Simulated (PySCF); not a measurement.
**BH6NSi: density, localisation and related maps**

Input

```
{"job": {"kind": "uv", "xc": "B3LYP", "basis": "def2-SVPD", "nstates": 8, "ntriplets": 3}, "charge": 0, "multiplicity": 1}
B      1.623942    -0.044513    -0.170040
Si    -0.217313     0.588484    -0.023632
N     -1.298293    -0.766471    -0.011005
H      1.945406    -1.136180     0.102678
H      2.475658     0.678852    -0.516989
H     -0.747150     1.383515    -1.146376
H     -0.409648     1.474133     1.157522
H     -2.290898    -0.600779     0.033442
H     -1.068142    -1.571047     0.549220
```

Command:

```sh
OMP_NUM_THREADS=1 python probes_run.py task.json out
```

Geometry: GFN2-xTB.

These are results of B3LYP/def2-SVPD, SCF density, gas phase (PySCF), not measurements.

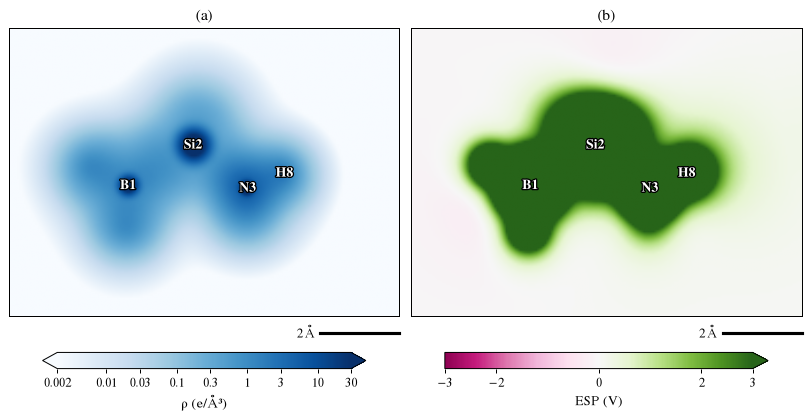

Figure 1. (a) total electron density; (b) molecular electrostatic potential on the plane of atoms B1, Si2 and N3.

Q: What do the fields say about this system?

A: Atoms in the plane: B, Si, N and H. Si–N (1.73 Å): the density is about 1.1 e/Å³ at the midpoint. Si–B (1.95 Å): ρ at the midpoint is about 0.88 e/Å³. N–H (1.01 Å): ρ at the midpoint is about 2.8 e/Å³. The potential has no marked negative region in this plane.

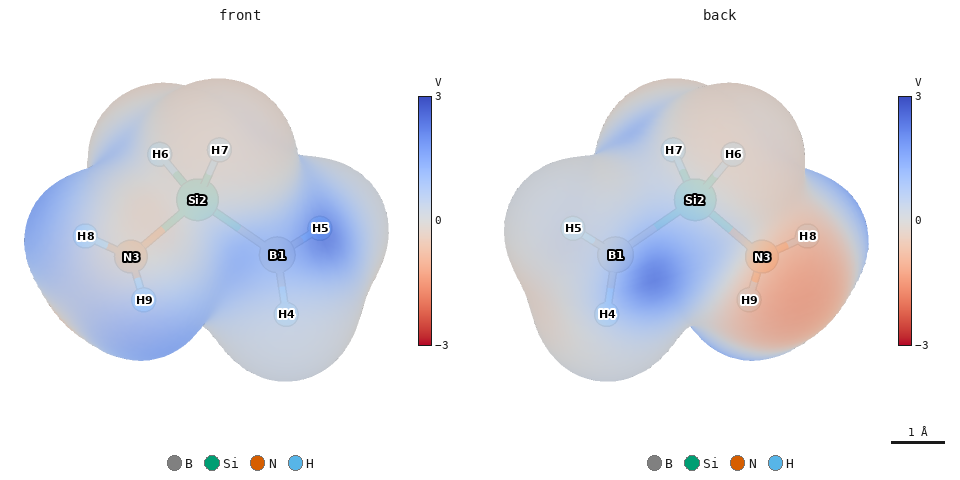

Figure 2. The electrostatic potential painted on the density surface at 0.002 e/bohr³, seen from the front and from behind; red is negative and blue positive.

Q: Describe the electrostatic potential map.

A: The most negative region (about −1.3 V, or −30 kcal/mol for a unit charge) lies over N3, the most positive (about +2.1 V, or +48 kcal/mol for a unit charge) over B1. N3 is the likeliest acceptor of a hydrogen bond.
